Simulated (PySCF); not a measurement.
SMILES COCCC=O (C4H8O2) at its GFN2-xTB optimised geometry (Å):

```
14

C      1.8876     1.4849    -0.0262
O      1.2405     0.2393    -0.0143
C     -0.1646     0.3494    -0.0041
C     -0.7568    -1.0549     0.0000
C     -2.2543    -1.0549     0.0000
O     -2.9560    -0.0840     0.0000
H      1.6320     2.0750     0.8627
H      1.6204     2.0638    -0.9191
H      2.9560     1.2801    -0.0318
H     -0.5012     0.9009     0.8871
H     -0.5141     0.9003    -0.8907
H     -0.4059    -1.6076    -0.8751
H     -0.4065    -1.6033     0.8780
H     -2.6882    -2.0750     0.0002
```

Calculation: B3LYP/def2-TZVP (PySCF). Cells within 0.4 Å of a nucleus heavier than hydrogen are left out (blank, or x).

Map of the deformation density (molecule minus spherical neutral atoms) (e/bohr³) on the plane z = 0.0 Å:

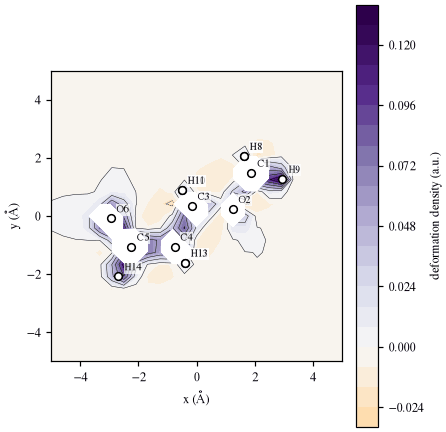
Figure. Deformation density (molecule minus spherical neutral atoms) (e/bohr³) on the plane z = 0.0 Å.
